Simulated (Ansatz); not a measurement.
## A computed series for hypothetical rock salt BAs: pressure series

Base system: BAs in the rock salt structure (space group Fm-3m, No. 225; a = 4.614 Å; a hypothetical phase, not in the database extracts checked).

Cell and atoms are relaxed at each pressure.

The values are results of Ansatz (a quantum-chemistry and plane-wave program) PBE, without spin-orbit coupling, not measurements.

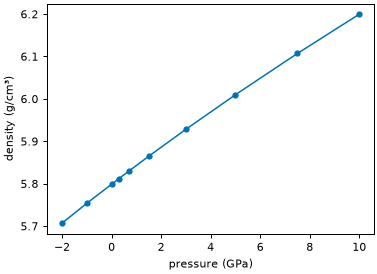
Density against pressure

Task: From the plot, what is the density for pressure 10 GPa?

Result: About 6.20 g/cm³.

Task: Is the trend monotonic over the range shown?

Result: Yes, it rises throughout, spanning 5.71 g/cm³ to 6.20 g/cm³.

Load acts through the strain it causes; cell and atoms are relaxed under it. Stability against distortions was not tested. No other phases were tried under pressure. All final runs are without spin polarisation.
